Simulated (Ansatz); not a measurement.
A relaxed structure of InAs. Space group P6₃mc (No. 186), wurtzite type. Computed with r2SCAN (plane waves to 500 eV, PAW, scalar-relativistic; Ansatz, a quantum-chemistry and plane-wave program).

```cif
data_As2In2
_chemical_formula_sum 'In2 As2'
_space_group_name_H-M_alt 'P 1'
_space_group_IT_number 1
_cell_length_a 4.31003
_cell_length_b 4.31003
_cell_length_c 7.08408
_cell_angle_alpha 90.000
_cell_angle_beta 90.000
_cell_angle_gamma 120.000
loop_
_space_group_symop_operation_xyz
  'x, y, z'
loop_
_atom_site_label
_atom_site_type_symbol
_atom_site_fract_x
_atom_site_fract_y
_atom_site_fract_z
_atom_site_occupancy
In1 In 0.66667 0.33333 0.99977 1
In2 In 0.33333 0.66667 0.49977 1
As1 As 0.66667 0.33333 0.62543 1
As2 As 0.33333 0.66667 0.12543 1
```

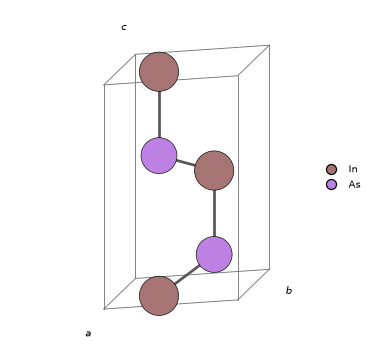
*The conventional cell of the relaxed structure*

```json
{
  "volume_per_atom": "28.49 Å³",
  "band_gap": "0.13 eV, direct at Γ (no spin-orbit coupling)",
  "shortest_distances": "As–In 2.64 Å",
  "k-mesh": "9×9×5"
}
```

Band energies at high-symmetry points (eV from the VBM; labels of this space group; no spin-orbit coupling), from −5 eV up to 4.1 eV:

```json
[
 {"point": "Γ", "energies": "-1.03 -1.03 -0.13 0.00 0.00 0.13 1.03 4.10 4.10"},
 {"point": "M", "energies": "-3.44 -2.32 -1.92 -1.02 1.91 2.40 3.88"},
 {"point": "K", "energies": "-3.80 -2.52 -2.52 -2.30 2.80"},
 {"point": "A", "energies": "-3.72 -3.72 -0.57 -0.57 -0.57 -0.57 1.58 1.58"},
 {"point": "L", "energies": "-1.85 -1.85 -1.76 -1.76 1.69 1.69 3.48 3.48"},
 {"point": "H", "energies": "-3.18 -3.18 -1.48 -1.48 2.46 2.46"}
]
```

No spin polarisation in the result.

The run could not lose the symmetry of its start.

The first start was generated by placing the elements on the sites of a structure type. Materials Project lists a structure of InAs in the same space group, P6₃mc (No. 186); the sites were not compared with it, nor with measured phases. Known forms of InAs include space group No. 216.
